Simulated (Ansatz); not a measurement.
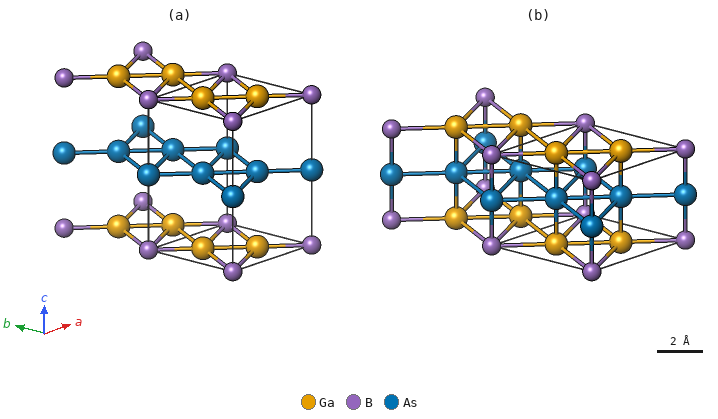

The structure of solid Ga₂BAs₃ (a generated structure, set up in P6/mmm) (coarse preliminary run) before (left) and after (right) a relaxation, at one scale.

The picture is a ball-and-stick view of the cell of the calculation, repeated 1 × 2 × 1 with one cell outlined, seen from a free direction.

These are results of DFT PBE, scalar-relativistic, plane waves, PAW (Ansatz 0.2.0), not measurements. Settings: plane-wave cutoff 420 eV; k-point mesh 6 × 6 × 2; occupations gaussian; smearing width 0.1 eV; no spin polarisation; cell and atoms relaxed; force threshold 0.04 eV/Å; at most 70 steps.

> What changed between the two?

The atoms keep their places relative to the cell (all moves are under 0.005 Å). The volume changes by −14.6 %, with a = b 4.277 → 5.077 Å (+18.7 %), c 7.939 → 4.810 Å (−39.4 %). Among the contacts that change: As–Ga 3.970 → 2.405 Å, As–B 3.970 → 2.405 Å, As–As 2.469 → 2.931 Å, Ga–Ga 2.469 → 2.931 Å. New bonds form: As–B (3.97 → 2.41 Å), As–Ga (3.97 → 2.41 Å). The space group stays P6/mmm (No. 191). The energy falls by 729 meV per atom in 13 accepted moves (16 points after the start). All forces vanish by symmetry, so only the cell relaxes. The pressure goes from 12.96 to −0.01 GPa. The line search rejected the trial step at point 9 of the run. At 2 points the geometry stayed and the basis and grid were re-selected for the new cell (energy shift of 12.4 meV per atom at most each time).

Limits of the set-up: the k-point mesh is coarse for a cell with partly filled bands.
